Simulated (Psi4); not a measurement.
**DLPNO-CCSD(T0)/DZ (density fitting, density fitting for correlation, Cartesian functions, pno convergence tight) run of SiH2 (SMILES [SiH2])**

What is the energy difference between two shapes of SiH2 at DLPNO-CCSD(T0)/DZ (density fitting, density fitting for correlation, Cartesian functions, pno convergence tight)? 

Program for the calculation: Psi4 1.11.

2 further runs of the same task are left out: 2 set aside as unsound or not needed.

## (1) The molecule

The species is SiH2 (3 atoms), meant as a singlet with charge 0. As SMILES, `[SiH2]`. The coordinates come from a PBE0-D4/def2-TZVP relaxation.

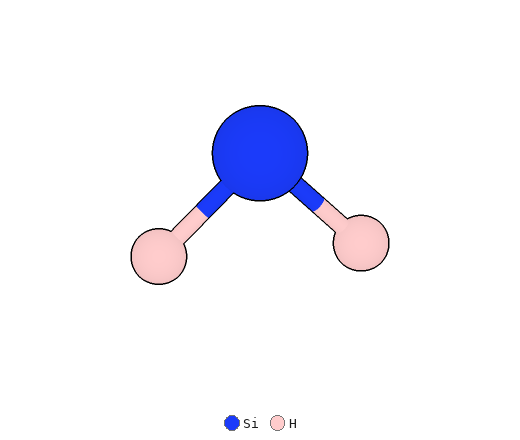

The structure, seen from a chosen angle (silicon blue, hydrogen pink).

## (2) The energy at DLPNO-CCSD(T0)/DZ (density fitting, density fitting for correlation, Cartesian functions, pno convergence tight)

Contents of job.py:

```python
import psi4

psi4.set_memory(1600000000)
psi4.set_num_threads(1)
psi4.core.set_output_file('run.log', False)

mol = psi4.geometry("""
0 1
Si    -0.491200     0.468600    -0.213600
H      0.840300     0.578600     0.522500
H     -0.349100    -1.047200    -0.308900
symmetry c1
""")

psi4.set_options(dict(basis='DZ', scf_type='df', freeze_core=True, pno_convergence='tight'))

result = psi4.energy('dlpno-ccsd(t0)')
print(f'total energy {result:.8f} hartree = {result * 27.211386:.5f} eV')
```

Started as:

```bash
$ python job.py
```

run.log:

```text
[...]
  Running in c1 symmetry.
[...]
  Nuclear repulsion =    9.956246036569164
[...]
  Multiplicity = 1
[...]
  Nalpha       = 8
  Nbeta        = 8
[...]
    Number of basis functions: 22
[...]
   @DF-RHF iter   1:  -289.96891897428293   -5.88599e-01   4.35441e-03 ADIIS/DIIS
[...]
    Orbital Energies [Eh]
    ---------------------
    Doubly Occupied:
       1A    -68.809970     2A     -6.159034     3A     -4.259701
       4A     -4.258999     5A     -4.257730     6A     -0.687016
       7A     -0.453226     8A     -0.335531
[...]
  @DF-RHF Final Energy:  -289.97372657508640
   => Energetics <=
    Nuclear Repulsion Energy =              9.9562460365691638
    One-Electron Energy =                -421.4175302635637763
    Two-Electron Energy =                 121.4875576519082188
    Total Energy =                       -289.9737265750864026
[...]
 Multipole Moments:
 ------------------------------------------------------------------------------------
     Multipole            Electronic (a.u.)      Nuclear  (a.u.)        Total (a.u.)
 ------------------------------------------------------------------------------------
 L = 1.  Multiply by 2.5417464519 to convert [e a0] to [Debye]
 Dipole X            :         -1.2691209            1.3986185            0.1294975
 Dipole Y            :          1.1201621           -1.2344223           -0.1142602
 Dipole Z            :         -0.0000000            0.0000000           -0.0000000
 Magnitude           :                                                    0.1726992
[...]
   * WARNING: This answer will likely vary from one obtained by a energy('dlpno-mp2') call
                due to lack of a semi-canonical MP2 prescreening step in DLPNO-MP2, as well
[...]
  @LCCSD iter   9:  -0.065566202589  2.679e-07  5.653e-07  2.928e-07        0
[...]
```

On the terminal:

```text
total energy -290.03994379 hartree = -7892.38887 eV
```

Wall time 1.9 s (1 thread of INTEL XEON PLATINUM 8581C at 2.10GHz (Emerald Rapids), shared host); peak memory 0.19 GiB.

## (3) The distorted shape at the same level

Contents of run_ase.py:

```python
import numpy as np
from ase.calculators.psi4 import Psi4
from ase import Atoms

a = Atoms(['Si', 'H', 'H'], positions=[
    [-0.468662, 0.477969, -0.141734],
    [0.608428, 0.472812, 0.536759],
    [-0.251030, -0.976206, -0.408545],
])
calc = Psi4(atoms=a, method='dlpno-ccsd(t0)', basis='DZ', memory='1600MB', num_threads=1, charge=0, multiplicity=1, label='psi4-calc')
calc.psi4.set_options({'scf_type': 'df', 'freeze_core': True, 'pno_convergence': 'tight'})
a.calc = calc

print(f'energy: {a.get_potential_energy():.6f} eV')
```

Started as:

```bash
$ python run_ase.py
```

psi4-calc.dat:

```text
[...]
  Running in c1 symmetry.
[...]
  Nuclear repulsion =   11.051233307506644
[...]
  Multiplicity = 1
[...]
  Nalpha       = 8
  Nbeta        = 8
[...]
    Number of basis functions: 22
[...]
   @DF-RHF iter   1:  -289.93813337196207   -4.45752e-01   4.69398e-03 DIIS/ADIIS
[...]
    Orbital Energies [Eh]
    ---------------------
    Doubly Occupied:
       1A    -68.785835     2A     -6.142604     3A     -4.244039
       4A     -4.242441     5A     -4.241178     6A     -0.725845
       7A     -0.466409     8A     -0.331892
[...]
  @DF-RHF Final Energy:  -289.94417383761026
   => Energetics <=
    Nuclear Repulsion Energy =             11.0512333075066440
    One-Electron Energy =                -423.6303250261807420
    Two-Electron Energy =                 122.6349178810638421
    Total Energy =                       -289.9441738376102649
[...]
 Multipole Moments:
 ------------------------------------------------------------------------------------
     Multipole            Electronic (a.u.)      Nuclear  (a.u.)        Total (a.u.)
 ------------------------------------------------------------------------------------
 L = 1.  Multiply by 2.5417464519 to convert [e a0] to [Debye]
 Dipole X            :         -0.8140581            1.1312430            0.3171849
 Dipole Y            :          1.1735905           -1.2750684           -0.1014779
 Dipole Z            :         -0.1876800            0.3597007            0.1720207
 Magnitude           :                                                    0.3748268
[...]
   * WARNING: This answer will likely vary from one obtained by a energy('dlpno-mp2') call
                due to lack of a semi-canonical MP2 prescreening step in DLPNO-MP2, as well
[...]
  @LCCSD iter   9:  -0.062087816163  6.155e-07  9.565e-07  5.036e-07        0
[...]
```

The script printed:

```text
energy: -7891.488940 eV
```

Run time: 2 s. Hardware: 1 thread of INTEL XEON PLATINUM 8581C at 2.10GHz (Emerald Rapids), shared host; peak memory 0.2 GiB.

## (4) Outcome

At DLPNO-CCSD(T0)/DZ (density fitting, density fitting for correlation, Cartesian functions, pno convergence tight), 5 core orbitals frozen:

| quantity | value |
| --- | --- |
| first shape: total energy | -290.03994 Eh |
| first shape: HOMO energy (Hartree–Fock orbitals) | -9.13 eV |
| first shape: LUMO energy (Hartree–Fock orbitals) | 0.19 eV |
| first shape: HOMO–LUMO gap (Hartree–Fock orbitals) | 9.32 eV |
| first shape: correlation energy (5 core orbitals frozen) | -66.2 mEh |
| first shape: (T) correction | -0.65 mEh |
| first shape: T1 diagnostic | 0.011 |
| distorted shape: total energy | -290.00687 Eh |
| distorted shape: HOMO energy (Hartree–Fock orbitals) | -9.03 eV |
| distorted shape: LUMO energy (Hartree–Fock orbitals) | 0.32 eV |
| distorted shape: HOMO–LUMO gap (Hartree–Fock orbitals) | 9.35 eV |
| distorted shape: correlation energy (5 core orbitals frozen) | -62.7 mEh |
| distorted shape: (T) correction | -0.61 mEh |
| distorted shape: T1 diagnostic | 0.010 |
| energy change with the atoms displaced | 0.900 eV |

With the atoms displaced the energy rises by 0.90 eV (86.8 kJ/mol). The first shape isn't relaxed at this level, so the change isn't measured from a minimum. The triples (first shape) make up 1.0 % of the correlation energy. The triples (distorted shape) make up 1.0 % of the correlation energy.
